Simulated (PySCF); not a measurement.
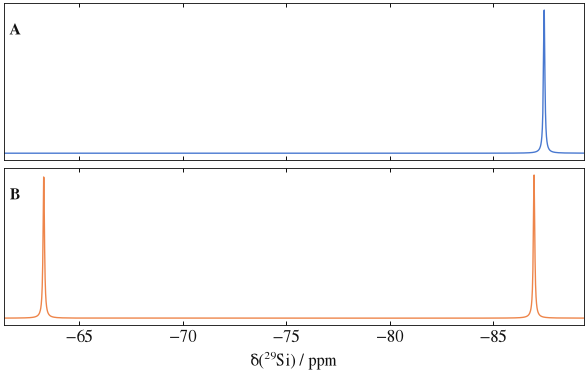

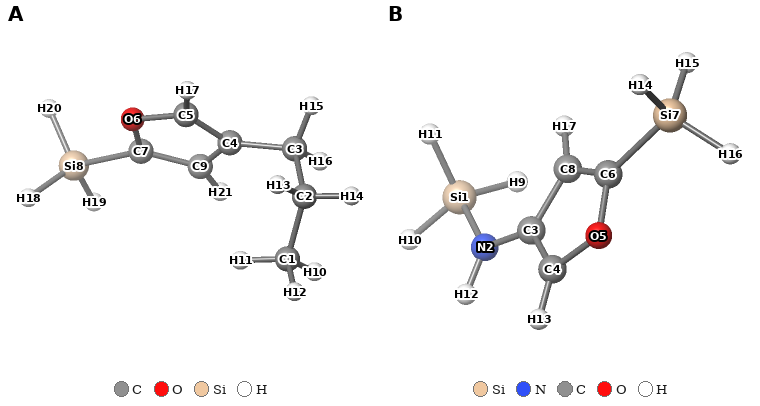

Related molecules: A is C₇H₁₂OSi, SMILES CCCc1coc([SiH3])c1; B is C₄H₉NOSi₂, SMILES [SiH3]Nc1coc([SiH3])c1. GIAO ²⁹Si shifts against TMS, PBE0/pcSseg-1, PySCF 2.14.0, at a GFN2-xTB geometry (no frequency check); fully decoupled, line heights follow the number of nuclei within a panel, widths are arbitrary (no quadrupolar broadening); values of one conformer, averaged over nuclei that symmetry or rotation about single bonds exchange, these motions taken as fast; other conformers aren't averaged in.

**Assign the ²⁹Si signals of each molecule.**

A: −87.5 (Si8)
B: −63.3 (Si1); −87.0 (Si7)

Caveats, for all or some of the runs: the tight-binding geometry is rougher than a DFT one and adds to the error.
